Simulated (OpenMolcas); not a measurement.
**One shape, several levels: C2H7BO (SMILES CBOC)**

Wanted: a comparison of 6 runs (HF/STO-3G, HF/cc-pVDZ, B3LYP/6-31G*, B2PLYP/cc-pVDZ, B3LYP/cc-pVDZ, PBE/cc-pVDZ) of C2H7BO. 

The calculation is run with OpenMolcas 26.06.

1 further run of the same task is left out (set aside as unsound or not needed).

**1. The molecule**

C2H7BO: 11 atoms, total charge 0, spin state singlet. SMILES: `CBOC`. Geometry: relaxed at PBE0-D4/def2-TZVP. This is one conformer, not always the lowest.

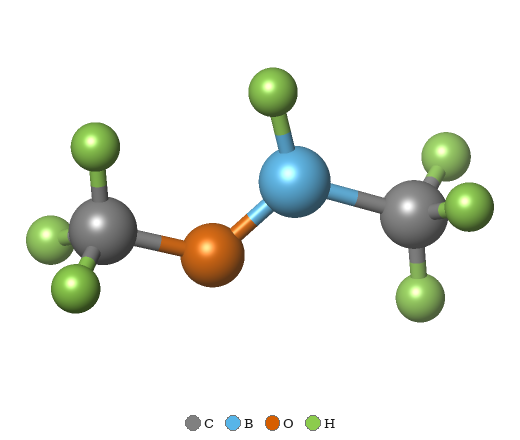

Viewed from a chosen angle; carbon grey, boron blue, oxygen orange, hydrogen green.

**2. Energy and gradient at HF/STO-3G (run 1)**

geom.xyz reads:

```xyz
11

C     -1.306200     1.341700    -0.364700
B     -0.434700     0.206700     0.257100
O      0.626600    -0.267100    -0.425200
C      1.454400    -1.289700     0.083900
H     -0.966000     1.657000    -1.352600
H     -2.351400     1.021300    -0.437600
H     -1.315700     2.214600     0.297900
H     -0.678700    -0.268200     1.340800
H      1.446400    -2.133000    -0.610100
H      1.113800    -1.626100     1.067400
H      2.476800    -0.914200     0.163700
```

test.inp reads:

```
* C2H7BO Hartree-Fock

&GATEWAY
  BASLIB=$CurrDir
  COORD=geom.xyz
  BASIS=STO-3G
  GROUP=NoSym

&SEWARD

&SCF
  THRESHOLDS=1e-10 1e-07 1e-07 1e-05
  PRORBITALS=0

&ALASKA
```

The basis set STO-3G is read from a file made from the Basis Set Exchange's data (not shown).

On the command line:

```bash
$ export MOLCAS_MEM=1860
$ pymolcas test.inp > test.log
```

The log of the run:

```text
--- Start Module: gateway ---
[...]
--- Stop Module: gateway /rc=_RC_ALL_IS_WELL_ ---
[...]
      Basis functions           27
[...]
--- Start Module: scf ---
[...]
       Convergence after  12 Iterations
[...]
::    Total SCF energy                               -177.1599074345
[...]
      Total spin, S                                     0.0000000000
[...]
      Total electronic charge=   32.000000
      Total            charge=   -0.000000
[...]
      Dipole Moment (debye):
      Origin of the operator (angstrom)=    0.1161   -0.0245   -0.1183
                   X=  6.4902E-01               Y= -8.6340E-01               Z=  5.0461E-01           Total=  1.1922E+00
      Quadrupole Moment (debye*angstrom):
[...]
 *              Molecular gradients               *
 **************************************************
  Irreducible representation: a
 ------------------------------------------------------------------------------------------
                              X                       Y                       Z
 ------------------------------------------------------------------------------------------
  C1                1.47311891343462E-02   -1.44024608864126E-02    1.92244057738455E-03
  B2               -1.84192192631820E-02    2.92032914929684E-02   -2.11325950397820E-02
  O3                2.30668088953143E-02   -2.26005263447173E-02    4.67563526884085E-03
  C4               -1.37739567157968E-03    6.79625680834750E-03   -8.66672937202551E-03
  H5                2.70085475807225E-03    1.87949905252571E-03   -6.65535115838489E-03
  H6               -8.67325054491896E-03   -1.36293640042384E-03    1.80043518184214E-03
  H7               -2.21334605264090E-03    6.00855213468909E-03    6.35851246690744E-03
  H8               -2.31131593947254E-03   -1.23206163702967E-02    2.26078866908255E-02
[...]
```

Run time: 5.7 s. Hardware: 1 thread of AMD EPYC 7R43 (Zen 3), shared host; peak memory 0.36 GiB.

**3. Energy and forces at HF/cc-pVDZ (run 2)**

job.input reads:

```
* C2H7BO Hartree-Fock

&GATEWAY
 BASLIB = $CurrDir
 COORD
 11
 angstrom
 C       -1.306200       1.341700      -0.364700
 B       -0.434700       0.206700       0.257100
 O        0.626600      -0.267100      -0.425200
 C        1.454400      -1.289700       0.083900
 H       -0.966000       1.657000      -1.352600
 H       -2.351400       1.021300      -0.437600
 H       -1.315700       2.214600       0.297900
 H       -0.678700      -0.268200       1.340800
 H        1.446400      -2.133000      -0.610100
 H        1.113800      -1.626100       1.067400
 H        2.476800      -0.914200       0.163700
 BASIS = cc-pVDZ
 GROUP = NoSym

&SEWARD

&SCF
 THRESHOLDS = 1e-10 1e-07 1e-07 1e-05
 PRORBITALS = 1 2

&ALASKA
```

The basis set cc-pVDZ is read from a file made from the Basis Set Exchange's data (not shown).

On the command line:

```bash
$ export MOLCAS_MEM=1860
$ pymolcas job.input > job.log
```

The log of the run:

```text
--- Start Module: gateway ---
[...]
--- Stop Module: gateway /rc=_RC_ALL_IS_WELL_ ---
[...]
      Basis functions           91
[...]
--- Start Module: scf ---
[...]
       Convergence after  12 Iterations
[...]
::    Total SCF energy                               -179.4108586328
[...]
      Total spin, S                                     0.0000000000
[...]
      Total electronic charge=   32.000000
      Total            charge=   -0.000000
[...]
      Dipole Moment (debye):
      Origin of the operator (angstrom)=    0.1161   -0.0245   -0.1183
                   X=  5.5401E-01               Y= -8.5102E-01               Z=  6.1367E-01           Total=  1.1865E+00
      Quadrupole Moment (debye*angstrom):
[...]
 *              Molecular gradients               *
 **************************************************
  Irreducible representation: a
 ------------------------------------------------------------------------------------------
                              X                       Y                       Z
 ------------------------------------------------------------------------------------------
  C1                5.50132874170872E-03   -5.73188350940734E-03    1.37243460985670E-03
  B2               -5.57599773786999E-03    4.70670942792908E-03    2.69837558677821E-04
  O3               -2.31504601882859E-03    4.67707157309749E-03   -4.37457644340533E-03
  C4                1.09076560395449E-03   -1.95140630764623E-03    1.81927055269759E-03
  H5               -2.77696543315220E-04    2.11125940890344E-04    9.91823977867234E-05
  H6                3.49715569544884E-04    4.49812711456277E-04    4.65822215599321E-04
  H7               -4.57985774187930E-04   -4.77356656545691E-04   -1.29194899907370E-04
  H8                1.34574472841487E-03   -7.11097892223234E-04   -7.69746481003253E-04
[...]
```

Run time: 11 s. Hardware: 1 thread of AMD EPYC 7R43 (Zen 3), shared host; peak memory 0.5 GiB.

Runs 3 to 5 aren't shown in full; the table further down has their settings and results.

**4. Energy and forces at PBE/cc-pVDZ (run 6)**

calc.input reads:

```
>>> EXPORT MOLCAS_PRINT=2

&gateway
  baslib = $CurrDir
  coord
  11
  angstrom
  C       -1.306200       1.341700      -0.364700
  B       -0.434700       0.206700       0.257100
  O        0.626600      -0.267100      -0.425200
  C        1.454400      -1.289700       0.083900
  H       -0.966000       1.657000      -1.352600
  H       -2.351400       1.021300      -0.437600
  H       -1.315700       2.214600       0.297900
  H       -0.678700      -0.268200       1.340800
  H        1.446400      -2.133000      -0.610100
  H        1.113800      -1.626100       1.067400
  H        2.476800      -0.914200       0.163700
  basis = cc-pVDZ
  group = NoSym

&seward
  gridinput
  Grid=UltraFine
  End of Grid

&scf
  ksdft = PBE
  thresholds = 1e-10 1e-07 1e-07 1e-05
  prorbitals = 1

&alaska
```

The basis set cc-pVDZ is read from a file made from the Basis Set Exchange's data (not shown).

On the command line:

```bash
$ export MOLCAS_MEM=1860
$ pymolcas calc.input > calc.log
```

The log of the run:

```text
--- Start Module: gateway ---
[...]
--- Stop Module: gateway /rc=_RC_ALL_IS_WELL_ ---
[...]
      Basis functions           91
[...]
--- Start Module: scf ---
[...]
       Convergence after  16 Iterations
[...]
::    Total KS-DFT energy                            -180.2950448912
[...]
      Total spin, S                                     0.0000000000
[...]
      Total electronic charge=   32.000000
      Total            charge=   -0.000000
[...]
      Dipole Moment (debye):
      Origin of the operator (angstrom)=    0.1161   -0.0245   -0.1183
                   X=  6.8175E-01               Y= -7.2322E-01               Z=  2.4146E-01           Total=  1.0228E+00
      Quadrupole Moment (debye*angstrom):
[...]
 *              Molecular gradients               *
 **************************************************
  Irreducible representation: a
 ------------------------------------------------------------------------------------------
                              X                       Y                       Z
 ------------------------------------------------------------------------------------------
  C1               -4.77648637711559E-03    4.90788610062909E-03   -1.36537435748063E-03
  B2                6.11740564094099E-03   -3.53152905488260E-03   -2.51992985185368E-03
  O3               -3.63765259503701E-03   -4.28982005166079E-03    1.16927549659884E-02
  C4                1.13351320546684E-03   -4.85471268535598E-04   -5.35962872822315E-04
  H5               -3.18081278491011E-03   -3.46026513543141E-03    1.00508051910055E-02
  H6                1.01979709577198E-02    2.87657804701524E-03    5.41744922265719E-04
  H7                4.17139895005803E-04   -8.39856100954339E-03   -6.40225916758475E-03
  H8                2.05993521800307E-03    3.04695079392259E-03   -7.68646752769575E-03
[...]
```

Wall time 73 s (1 thread of AMD EPYC 7R43 (Zen 3), shared host); peak memory 0.5 GiB.

**5. The series**

```tsv
run	level	Cartesian functions	integration grid	energy (Eh)	dipole moment (D)	HOMO energy (eV)	LUMO energy (eV)	wall time
1	HF/STO-3G	no	–	-177.159907	1.19	-10.00	8.64	5.7 s
2	HF/cc-pVDZ	no	–	-179.410859	1.19	-11.91	4.23	11 s
3	B3LYP/6-31G* (Cartesian functions)	yes	UltraFine	-180.545049	1.10	-7.89	0.59	64 s
4	B2PLYP/cc-pVDZ	no	UltraFine	-180.345745	1.11	-9.62	1.95	57 s
5	B3LYP/cc-pVDZ	no	UltraFine	-180.550156	1.07	-7.98	0.30	92 s
6	PBE/cc-pVDZ	no	UltraFine	-180.295045	1.02	-6.71	-0.50	73 s
```

**6. What came out**

| quantity | value |
| --- | --- |
| run 6: total energy | -180.29504 Eh |
| run 6: dipole moment | 1.02 D |
| run 6: HOMO energy | -6.71 eV |
| run 6: LUMO energy | -0.50 eV |
| run 6: HOMO–LUMO gap | 6.21 eV |
| run 6: largest force on an atom | 0.667 eV/Å |

**Reading.** The dipole moment (its size) runs from 1.02 D (PBE/cc-pVDZ) to 1.19 D (HF/STO-3G). The two ends differ in method and basis. The HOMO–LUMO gap runs from 6.21 eV (PBE/cc-pVDZ) to 18.63 eV (HF/STO-3G). For B2PLYP the log adds the whole second-order term; the table takes 0.27 of it, as the functional is defined. Totals of different functionals can't be ranked against each other. In run 1 the basis is minimal, so the values are rough. All runs together took 5.1 min, the longest 92 s.
